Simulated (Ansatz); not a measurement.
The relaxed structure here is a generated cell of Bi2Se3: the first start was made by a random draw of sites in a space group, and the end was not matched to a known phase here, so it may be hypothetical. Known forms of Bi2Se3 include space group No. 166.

One stationary structure of Bi$_{2}$Se$_{3}$. Space group I4₁md (No. 109). The numbers are results of PBEsol (plane waves to 420 eV, PAW, scalar-relativistic; Ansatz, a first-principles code), not measurements.

```cif
data_Bi8Se12
_chemical_formula_sum 'Bi8 Se12'
_space_group_name_H-M_alt 'I41md'
_space_group_IT_number 109
_space_group_name_Hall 'I 4bw -2'
_cell_length_a 6.80432
_cell_length_b 6.80432
_cell_length_c 18.82899
_cell_angle_alpha 90.000
_cell_angle_beta 90.000
_cell_angle_gamma 90.000
loop_
_atom_site_label
_atom_site_type_symbol
_atom_site_symmetry_multiplicity
_atom_site_Wyckoff_symbol
_atom_site_fract_x
_atom_site_fract_y
_atom_site_fract_z
_atom_site_occupancy
Bi1 Bi 4 a 0.00000 0.00000 0.80208 1
Bi2 Bi 4 a 0.00000 0.00000 0.05513 1
Se1 Se 8 b 0.00000 0.25263 0.16708 1
Se2 Se 4 a 0.00000 0.00000 0.27405 1
```
(The calculation used a cell of 10 atoms; values per cell refer to that cell.)

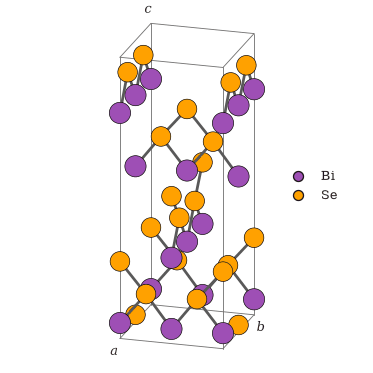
Figure. The conventional cell of the relaxed structure

```yaml
volume_per_atom: 43.59 Å³
band_gap: "no clear gap: the sampled points leave 0.04 eV away from the symmetry points, which may be a band crossing missed between them"
smallest_direct_gap: 0.12 eV at k = (0, 0, 0.4)
shortest_distances: Se–Se 2.65 Å; Bi–Se 2.72 Å; Bi–Bi 3.40 Å
k-mesh: 10×10×10
```

Band energies at high-symmetry points (eV from the VBM; labels of this space group; no spin-orbit coupling), from −5 eV up to 5.0 eV:

```tsv
point	energies
Γ	-4.01 -3.77 -2.85 -2.85 -2.37 -2.37 -1.44 -1.30 -1.13 -0.94 -0.94 -0.63 -0.63 -0.30 -0.18 0.44 0.44 0.87 1.63 1.63 2.16 2.16 3.43 3.50 3.85 4.70 4.70 4.80 4.87
X	-4.19 -4.19 -3.75 -3.75 -3.66 -3.66 -2.82 -2.82 -2.29 -2.29 -2.24 -2.24 -0.89 -0.89 -0.42 -0.42 -0.24 -0.24 0.28 0.28 0.76 0.76 1.35 1.35 2.92 2.92 3.46 3.46 4.49 4.49
P	-4.19 -4.19 -3.75 -3.75 -3.66 -3.66 -2.76 -2.76 -2.55 -2.55 -1.99 -1.99 -1.04 -1.04 -0.33 -0.33 -0.26 -0.26 0.28 0.28 0.81 0.81 1.31 1.31 2.91 2.91 3.44 3.44 4.50 4.50
N	-4.68 -3.88 -3.82 -3.68 -3.29 -3.09 -2.82 -2.37 -1.81 -1.81 -1.43 -1.18 -0.88 -0.62 -0.34 -0.26 -0.14 0.29 0.32 0.59 1.24 1.45 2.33 2.59 3.02 3.21 3.69 4.64 4.80
M	-4.19 -4.19 -3.38 -3.38 -3.28 -3.28 -1.61 -1.61 -1.38 -1.38 -1.01 -1.01 -0.63 -0.63 -0.09 -0.09 0.41 0.41 1.07 1.07 2.42 2.42 2.81 2.81 3.48 3.48 4.57 4.57 4.79 4.79
S	-4.61 -4.01 -3.88 -3.56 -3.24 -2.94 -2.93 -2.30 -2.23 -1.81 -1.39 -0.97 -0.89 -0.48 -0.43 -0.32 -0.13 0.32 0.33 0.64 1.23 1.41 2.34 2.67 3.12 3.15 3.87 4.57 4.63
S0	-4.61 -4.01 -3.88 -3.56 -3.24 -2.94 -2.93 -2.30 -2.23 -1.81 -1.39 -0.97 -0.89 -0.48 -0.43 -0.32 -0.13 0.32 0.33 0.64 1.23 1.41 2.34 2.67 3.12 3.15 3.87 4.57 4.63
R	-4.26 -4.26 -3.86 -3.86 -3.49 -3.49 -2.81 -2.81 -2.41 -2.41 -2.15 -2.15 -0.85 -0.85 -0.44 -0.44 -0.26 -0.26 0.26 0.26 0.74 0.74 1.51 1.51 2.85 2.85 3.48 3.48 4.49 4.49
```

No spin polarisation in the result. Spin-orbit coupling is missing; with elements this heavy it can move band edges by tenths of an eV or more.

The run could not lose the symmetry of its start, so the end can be a saddle point.
